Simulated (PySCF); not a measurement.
**Geometry relaxation of BH5O**

The run: geometry relaxation of BH5O. Method and program: PBE0-D3(BJ)/def2-TZVPD geometry optimisation, gas phase (PySCF 2.14.0).

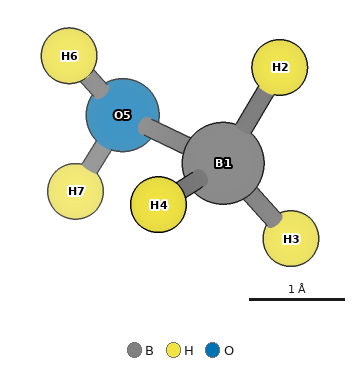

**Figure 1.** The starting structure (ball-and-stick view, seen at a tilt; atoms are numbered from 1 in the order of the input).

### Input file
```
{"job": {"xc": "PBE0", "basis": "def2-TZVPD", "d3": "d3bj", "grid": 3, "kind": "geom", "shake": 0.01}, "charge": 0, "multiplicity": 1, "parts": [{"atoms": "0-3", "charge": 0, "multiplicity": 1}, {"atoms": "4-6", "charge": 0, "multiplicity": 1}]}
B     -0.011606    -0.370075     0.670826
H     -0.324356     0.757875     0.964573
H     -0.689452    -0.801627    -0.227639
H      1.173341    -0.534872     0.569069
O     -0.504487    -1.270101     2.005260
H      0.064808    -0.908194     2.704841
H     -0.196587    -2.148341     1.772533
```

The first line tells a small driver script what to run in PySCF; the rest is the geometry in Å.

Command:
```bash
OMP_NUM_THREADS=1 python <driver script> task.json out
```

### The program's output
```
step   0  E = -102.97372252  max force = 0.012681
step   1  E = -102.97544647  max force = 0.004631
step   2  E = -102.97557826  max force = 0.001228
step   3  E = -102.97558543  max force = 0.000446
optimisation converged
```

### Trajectory as extended XYZ (Å, eV, eV/Å), 4 frames, from step=0 to step=3
```
7
Properties=species:S:1:pos:R:3:forces:R:3 step=0 energy=-2802.05771
B    -0.0116   -0.3701    0.6708   -0.5365   0.5846  -0.4102
H    -0.3244    0.7579    0.9646    0.0396  -0.0376   0.1642
H    -0.6895   -0.8016   -0.2276    0.0784  -0.1956   0.0477
H     1.1733   -0.5349    0.5691    0.1757  -0.2382   0.1336
O    -0.5045   -1.2701    2.0053    0.3285   0.6521  -0.0948
H     0.0648   -0.9082    2.7048   -0.2148  -0.4205  -0.0972
H    -0.1966   -2.1483    1.7725    0.1292  -0.3448   0.2567
7
Properties=species:S:1:pos:R:3:forces:R:3 step=1 energy=-2802.10462
B    -0.0144   -0.3009    0.6310    0.1344  -0.1170   0.0807
H    -0.3455    0.7922    1.0016   -0.0124   0.0677   0.0221
H    -0.6904   -0.7905   -0.2333   -0.0028  -0.0176  -0.0548
H     1.1808   -0.4819    0.5367   -0.0382   0.0644  -0.0886
O    -0.4108   -1.2605    1.9676    0.0967  -0.2381   0.1511
H     0.0982   -0.9523    2.7279   -0.0612   0.0935  -0.0369
H    -0.1049   -2.1637    1.8017   -0.1165   0.1472  -0.0737
7
Properties=species:S:1:pos:R:3:forces:R:3 step=2 energy=-2802.10821
B    -0.0097   -0.3059    0.6349    0.0129  -0.0010   0.0093
H    -0.3434    0.7899    1.0054   -0.0037   0.0046   0.0129
H    -0.6858   -0.7930   -0.2336    0.0007  -0.0151  -0.0023
H     1.1843   -0.4705    0.5192   -0.0165  -0.0047   0.0028
O    -0.4120   -1.2644    1.9739    0.0631  -0.0227   0.0107
H     0.0932   -0.9483    2.7327   -0.0245   0.0192  -0.0159
H    -0.1135   -2.1655    1.8006   -0.0319   0.0198  -0.0176
7
Properties=species:S:1:pos:R:3:forces:R:3 step=3 energy=-2802.10841
B    -0.0090   -0.3061    0.6353   -0.0146   0.0006   0.0123
H    -0.3437    0.7892    1.0080    0.0011  -0.0017  -0.0030
H    -0.6851   -0.7958   -0.2323    0.0043  -0.0008  -0.0024
H     1.1842   -0.4709    0.5194    0.0014  -0.0011  -0.0008
O    -0.4107   -1.2636    1.9732    0.0229   0.0086  -0.0065
H     0.0931   -0.9455    2.7315   -0.0065  -0.0022  -0.0009
H    -0.1158   -2.1648    1.7978   -0.0087  -0.0034   0.0013
```

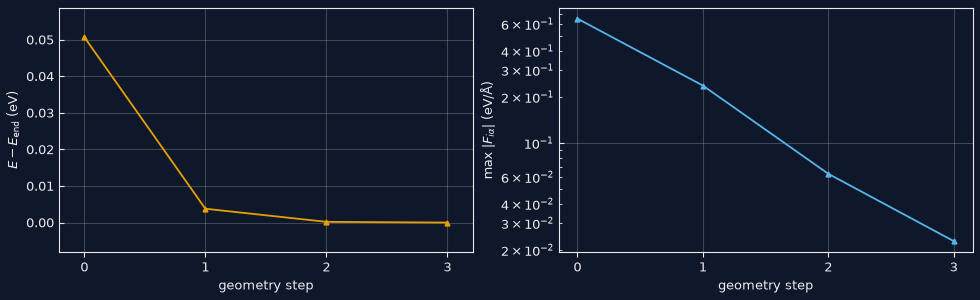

**Figure 2.** Progress of the relaxation, step by step (steps are counted from 0).

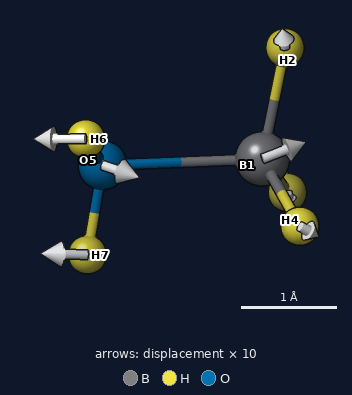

**Figure 3.** The starting structure with the displacements as white arrows, magnified 10 times (ball-and-stick view, seen at a tilt). The two geometries are laid on each other by the best rigid fit. The energy falls by 0.051 eV in 3 geometry steps. The largest force component goes from 0.65 to 0.023 eV/Å. The atom that moves furthest after the best rigid fit is H6 (0.060 Å). Largest moves by element: H 0.060 Å, B 0.053 Å, O 0.046 Å. Distances before and after: B1–O5 1.683 → 1.694 Å, B1–H4 1.201 → 1.210 Å, O5–H6 0.972 → 0.964 Å, O5–H7 0.959 → 0.964 Å. Among the angles that change: B1–O5–H6 101.5° → 108.1°, H2–B1–H3 111.7° → 115.9°, H4–B1–O5 106.4° → 103.4°. (Atoms are counted from 1 in the order of the input.)

### Results in brief

- outcome: converged
- total energy: −102.975585 hartree
- dipole moment: 4.36 D
- point group: Cs
- hardware: 1 CPU thread, shared host
- wall time: 23 s
- peak memory: 0.53 GiB
